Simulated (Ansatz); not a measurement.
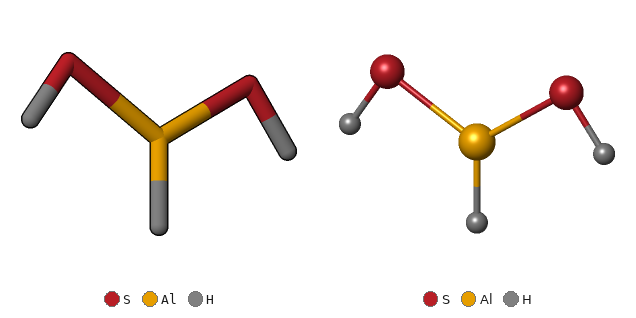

(Drawn from a calculation with Ansatz.)

Two views of one molecule.

Identify the structure.

It has 6 atoms: 1 aluminium, 3 hydrogen and 2 sulfur (AlH₃S₂). SMILES: `[SH][AlH][SH]`. The point group is C2v. All atoms lie on one plane. Coordination: 2 S bent; 1 Al trigonal planar.
